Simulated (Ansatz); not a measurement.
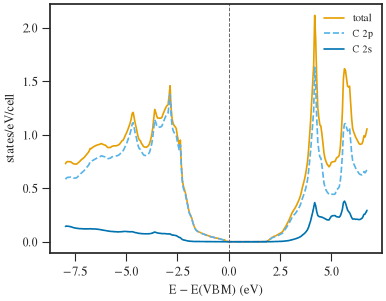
Fig. 1. Total and projected density of states of C in space group P6_222 (No. 180; C on 3c), PBEsol (plane waves, PAW; program Ansatz)

Question: Which orbitals carry the states next to the gap?

Answer: Top 1 eV of the valence band: C 2p 98 %. Bottom 1 eV of the conduction band: C 2p 87 %, outside the projected shells 9 %. Projections are on Löwdin-orthogonalised atomic valence shells; empty p or d shells of many metals are not among them.

Question: Where is the tallest occupied peak in this window, and what makes it?

Answer: Near -2.8 eV, about 1.5 states/eV per cell; the largest projected share is C 2p.

The start of the workflow was typed in or built on a structure type; neither database checked (COD, Materials Project) lists it. It is not the phase usual at ambient conditions (space group No. 194, 227). Symmetry was held in the PBEsol relaxation; its stability against distortions is not shown here.

Potentials: the earlier of the program's two PAW sets. The files were generated under PBE; for other functionals the program regenerates the frozen cores, and for LDA and PBEsol the local potential too.
